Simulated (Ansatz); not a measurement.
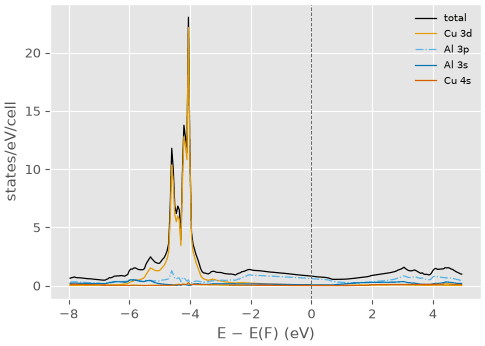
Fig. 1. Total and projected density of states of Al₂Cu (fluorite or antifluorite type, Fm-3m), the program Ansatz at the r²SCAN level (PAW)

Which orbitals carry the states next to the Fermi level?

Within 0.5 eV of the Fermi level: Al 3p 74 %, Al 3s 9 %, Cu 3d 6 %, outside the projected shells 9 %. Projections are on Löwdin-orthogonalised atomic valence shells; empty p or d shells of many metals are not among them.

Where is the tallest occupied peak in this window, and what makes it?

Near -4.0 eV, about 23 states/eV per cell; the largest projected share is Cu 3d.

The workflow started from a Materials Project entry (that database holds measured and hypothetical structures alike); the Crystallography Open Database copy checked does not list it. It is not the phase usual at ambient conditions (space group No. 140). Symmetry was held in the r²SCAN relaxation; whether a distortion lowers the energy is not shown. No spin polarisation was allowed.

Potentials: the later of the program's two PAW sets.
